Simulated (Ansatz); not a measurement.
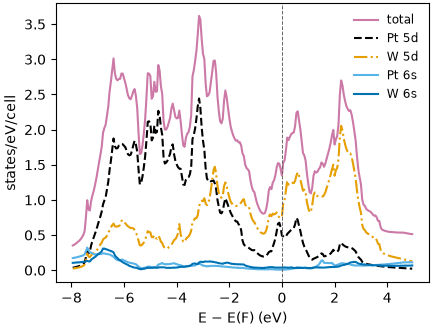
Figure: Total and projected density of states of PtW (L1₀ or tetragonal B2, P4/mmm), plane-wave PAW PBE (Ansatz code)

Which orbitals carry the states next to the Fermi level?

Within 0.5 eV of the Fermi level: W 5d 62 %, Pt 5d 32 %. Projections are on Löwdin-orthogonalised atomic valence shells; empty p or d shells of many metals are not among them.

Where is the tallest occupied peak in this window, and what makes it?

Near -3.1 eV, about 3.6 states/eV per cell; the largest projected share is Pt 5d.

The start of the workflow was typed in or built on a structure type; neither database checked (COD, Materials Project) lists it. Its standing as an ambient phase is unchecked. The cell was relaxed with PBE under the symmetry of its start; whether a distortion lowers the energy is not shown. No spin polarisation was allowed. Scalar-relativistic: spin–orbit coupling is off unless named, which matters more the heavier the elements.

Potentials: the later of the program's two PAW sets.
